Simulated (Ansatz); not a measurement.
# CH$_{6}$FInSi: single-point calculation

System: CH$_{6}$FInSi, SMILES F[CH2][InH][SiH3].
Method: RKS wB97M-V/def2-TZVPP (Ansatz 0.2.0).

The geometry comes from this level: PBE0-D4/def2-TZVP. Figures and captions count atoms from 1; the log counts them from 0 in places.

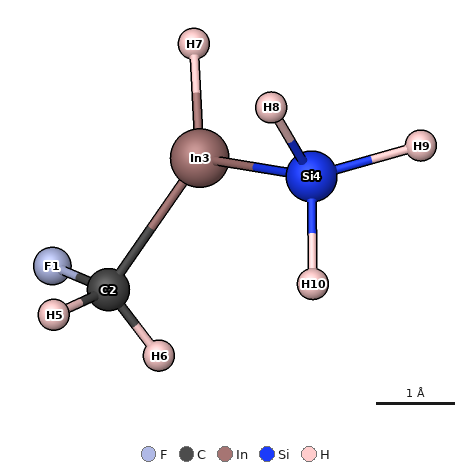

**Figure 1.** The structure as given in the input (ball-and-stick view, seen at a tilt; atoms are numbered from 1 in the order of the input). Sticks mark near contacts. Bond lengths as drawn: C–F 1.39 Å, C–H 1.10 Å, C–In 2.18 Å, H–In 1.73 Å, H–Si 1.49 Å and In–Si 2.58 Å.

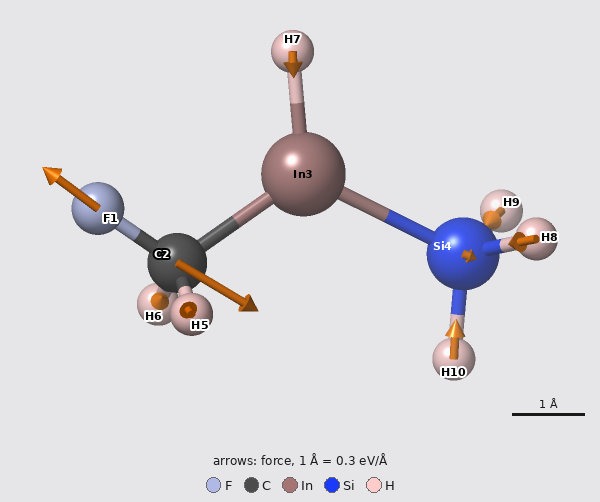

**Figure 2.** Forces on the atoms as orange arrows (ball-and-stick view, seen at a tilt; atoms are numbered from 1 in the order of the input); the smallest are left out. The largest act on C2 (0.41 eV/Å); F1 (0.30 eV/Å); H8, H9, H10 (0.17 eV/Å). The geometry is not a stationary point of this energy.

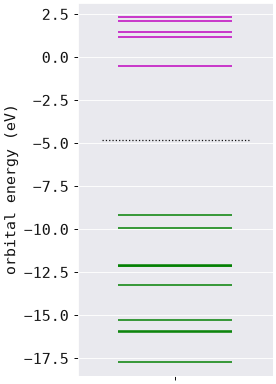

**Figure 3.** Orbital energies near the frontier; the dotted line parts filled from empty levels, and levels within 0.02 eV of each other stand side by side. Highest filled −9.15 eV, lowest empty −0.52 eV, 8.63 eV apart.

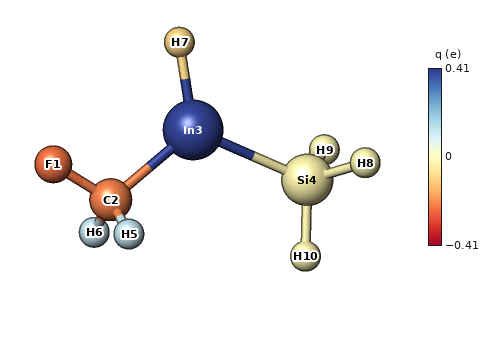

**Figure 4.** Mulliken charges, as the colour of each atom (ball-and-stick view, seen at a tilt; atoms are numbered from 1 in the order of the input). By element: F −0.24, C −0.21, In +0.39, Si −0.03 and H −0.09 to +0.12 e.

These pictures come from the run below.

Input file:
```yaml
crystal:
  periodic: [false, false, false]
  atoms:
    - {symbol: F, position_ang: [-1.033883, 2.298354, -1.974788]}
    - {symbol: C, position_ang: [-1.175268, 1.373648, -0.946452]}
    - {symbol: In, position_ang: [0.668430, 0.260915, -0.578661]}
    - {symbol: Si, position_ang: [0.739534, -1.522555, 1.284875]}
    - {symbol: H, position_ang: [-1.484699, 1.913268, -0.044819]}
    - {symbol: H, position_ang: [-1.989315, 0.690895, -1.213068]}
    - {symbol: H, position_ang: [2.046727, 0.617915, -1.555966]}
    - {symbol: H, position_ang: [1.678114, -1.100223, 2.363164]}
    - {symbol: H, position_ang: [1.224142, -2.828471, 0.755785]}
    - {symbol: H, position_ang: [-0.590683, -1.754947, 1.912930]}
basis:
  gaussian: {orbitals: def2-TZVPP}
hamiltonian: {xc: {name: wB97M-V}}
output: {forces: true, orbitals: {seedname: orbitals}}
```

Launch command:
```bash
ansatz run in.yaml --threads 4 --pin off --events-out ev --progress --plain --max-ram 10444MiB
```

What the program printed:
```
Functional definition: wB97M-V
  name "wB97M-V"
  cite "Mardirossian & Head-Gordon, J. Chem. Phys. 144, 214110 (2016) doi:10.1063/1.4952647"
  cite "Becke, J. Chem. Phys. 107, 8554 (1997) doi:10.1063/1.475007"
  cite "Vydrov & Van Voorhis, J. Chem. Phys. 133, 244103 (2010) doi:10.1063/1.3521275"
  # Of w^i u^j: cxij and so on, Table III.
  parameter omega = 0.3/bohr
  parameter cx = 0.15
  parameter cx01 = 1.007
  parameter cx10 = 0.259
  parameter css00 = 0.443
  parameter css04 = -1.437
  parameter css10 = -4.535
  parameter css20 = -3.390
  parameter css43 = 4.278
  parameter cos00 = 1.000
  parameter cos10 = 1.358
  parameter cos20 = 2.924
  parameter cos21 = -8.812
  parameter cos60 = -1.390
  parameter cos61 = 9.142
  parameter b = 6.0
  parameter c = 0.01
  gx(w, u) = 1 - cx + cx01*u + cx10*w
  gss(w, u) = css00 + css04*u^4 + css10*w + css20*w^2 + css43*w^4*u^3
  gos(w, u) = cos00 + cos10*w + (cos20 + cos21*u)*w^2 + (cos60 + cos61*u)*w^6
  exchange = spin_sum(e_x_unif_sr(omega)*gx(b97_w, b97_u_x)) + cx*exact_x_sr(omega) + exact_x_lr(omega)
  correlation = spin_sum(e_c_pw_mod_same_spin*gss(b97_w, b97_u_same))
      + integral(e_c_pw_mod_opposite_spin*gos(b97_w_opposite, b97_u_opposite)) + vv10(b, c)
1405 factors; their error is unknown
331 factors; integrals over basis functions are off by at most 1.1e-5 eV
mean field evaluation 1: about -16898.0009 eV, gradient 3.2e1 eV
mean field evaluation 2: about -16898.9767 eV, gradient 2.8e1 eV
mean field evaluation 4: about -16900.3076 eV, gradient 1.7e0 eV
mean field evaluation 8: about -16900.3485 eV, gradient 5.3e-2 eV
mean field -16900.34850619 eV, -621.0763521347 hartree, gradient 7.6e-5 eV, S^2 0.000000; 0 other end points of the search recorded, 0 dependent functions left out
the calculation of the forces begins
reference -16900.34857471 eV, -621.0763546529 hartree; 28, 28 occupied and 210, 210 virtual orbitals, 1405 factors
Total energy: -16900.34857471 eV, -621.0763546529 hartree
Atom 0 at    -1.033883     2.298354    -1.974788 Å, force     0.041776     0.197167    -0.225205 eV/Å
Atom 1 at    -1.175268     1.373648    -0.946452 Å, force    -0.017652    -0.279295     0.301894 eV/Å
Atom 2 at     0.668430     0.260915    -0.578661 Å, force     0.018470    -0.019721     0.008626 eV/Å
Atom 3 at     0.739534    -1.522555     1.284875 Å, force     0.007886    -0.043097     0.047244 eV/Å
Atom 4 at    -1.484699     1.913268    -0.044819 Å, force     0.000489    -0.052319    -0.087058 eV/Å
Atom 5 at    -1.989315     0.690895    -1.213068 Å, force     0.055100     0.077191     0.036708 eV/Å
Atom 6 at     2.046727     0.617915    -1.555966 Å, force    -0.093643    -0.019468     0.062396 eV/Å
Atom 7 at     1.678114    -1.100223     2.363164 Å, force    -0.107563    -0.047021    -0.125834 eV/Å
Atom 8 at     1.224142    -2.828471     0.755785 Å, force    -0.055855     0.155689     0.056388 eV/Å
Atom 9 at    -0.590683    -1.754947     1.912930 Å, force     0.150992     0.030874    -0.075158 eV/Å
Dipole moment:    -0.056957    -0.190363     0.218792 e Å
```

Results in brief:

| quantity | value |
| --- | --- |
| outcome | converged |
| total energy | −16900.3486 eV |
| SCF solution under orbital rotations | stable |
| HOMO | −9.15 eV |
| LUMO | −0.52 eV |
| largest force (length of the vector) | 0.412 eV/Å |
| dipole moment | 1.42 D |
| hardware | 4 threads of Arm Neoverse V2, 23 GiB of memory available, shared host |
| wall time | 9.5 s (CPU time 36 s) |
| peak memory | 0.84 GiB |
